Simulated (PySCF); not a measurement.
## Electronic structure of PS (charge −1, triplet) in real space

```xyz
2

P     0.0000    0.0000   -1.0306
S     0.0000    0.0000    0.9984
```

Method: PySCF 2.14.0, PBE0/def2-SVPD, non-relativistic Hamiltonian with scalar-relativistic core potentials where named, at a bond length of 2.029 Å.

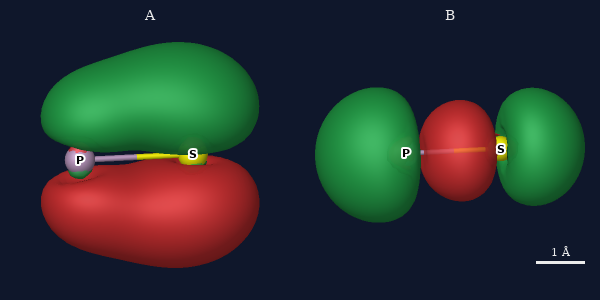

Figure 1. Two frontier β-spin orbitals, each drawn at the value that holds 80 % of its norm (green and red are the two phases), in no order; of a degenerate pair one member is drawn.

> Label each orbital by symmetry, say whether it is occupied, and order them by energy.

Orbital B: σ, occupied in this spin, −2.56 eV; shared between the atoms (P 55 %, S 45 %).
Orbital A: π, occupied in this spin, −1.74 eV; mainly on S (70 %).

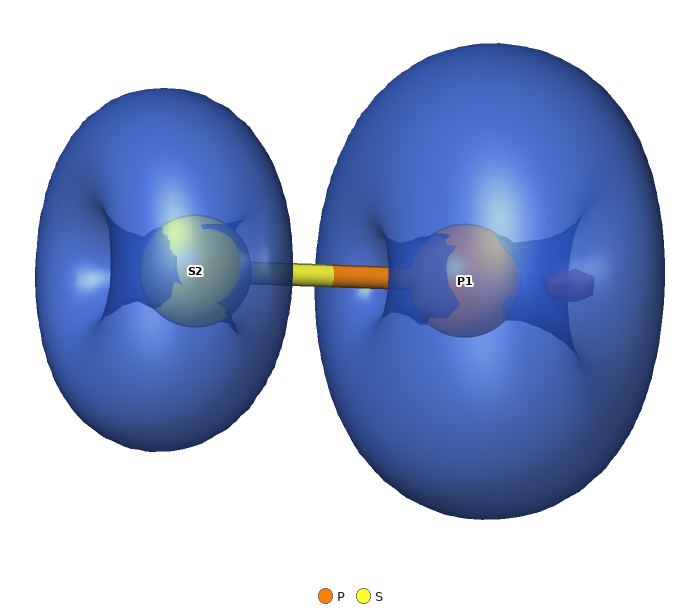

Figure 2. Isosurfaces of the spin density (α minus β) at +0.03 (blue) and −0.03 e/Å³ (red), seen from one side.

> Where is the unpaired spin?

The unpaired spin (2 electrons) lies mostly on P1 (about 1.4) and S2 (about 0.6), in electrons by Hirshfeld's partition.

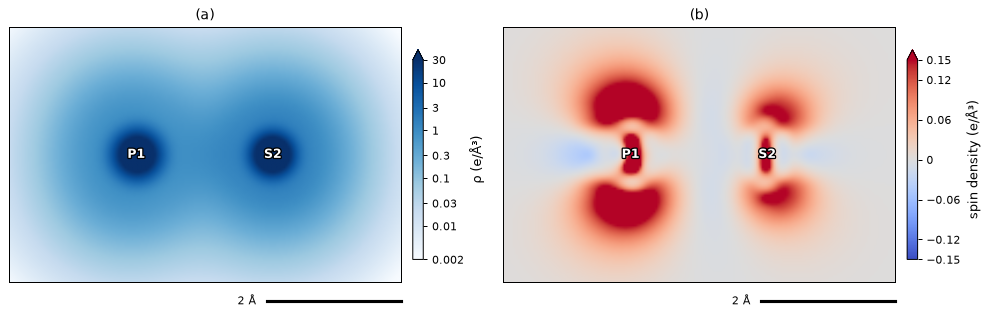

Figure 3. (a) total electron density; (b) spin density (α minus β) on a plane that holds the molecular axis.

> What do the fields say about this system?

The plane passes through P and S nuclei.
P–S (2.03 Å): ρ is about 0.99 e/Å³ halfway.
